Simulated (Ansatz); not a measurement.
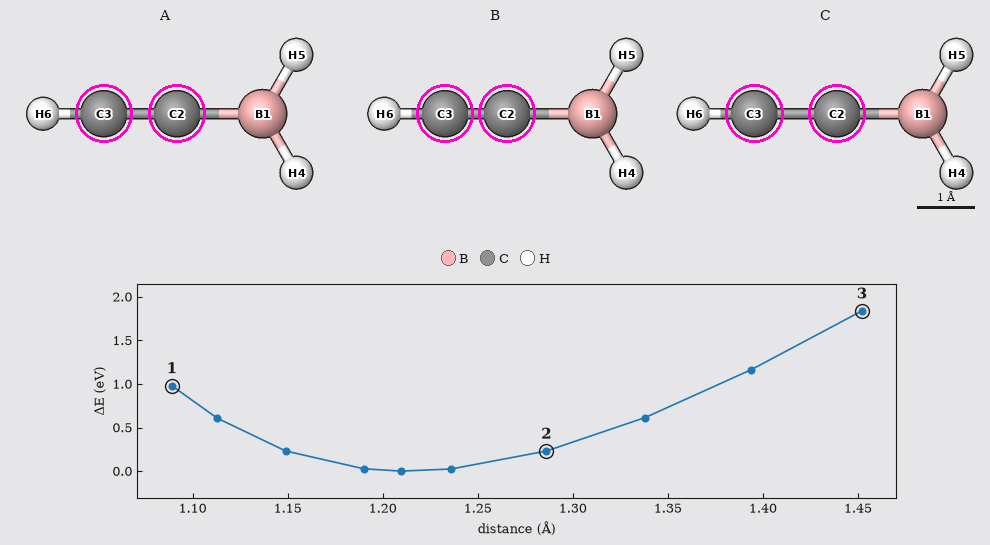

Energy scan for C2H3B, in which the C2–C3 distance is varied, with the rest of the molecule carried along rigidly. The frames are shuffled; the numbered points of the plot belong to them. The picture is a ball-and-stick view, seen face on. The ringed atoms are those of the scanned coordinate.

Level of theory: r2SCAN-D4 (def2-TZVPP, Ansatz), on geometries moved rigidly from the minimum at PBE0-D4/def2-TZVP. Energies are counted from the PBE0-D4/def2-TZVP minimum geometry at the same level.

Which frame belongs to which numbered point?

Point 1 is frame B (the distance 1.089 Å, 0.980 eV); 2 is frame A (the distance 1.286 Å, 0.230 eV); 3 is frame C (the distance 1.452 Å, 1.837 eV). The lowest computed point lies at the distance 1.210 Å (0.000 eV). The end points stand at 0.980 eV (1.089 Å) and 1.837 eV (1.452 Å). The curvature at the lowest point is about 100 eV/Å² (16 mdyn/Å). The well is steeper on the short side, as for any bond.
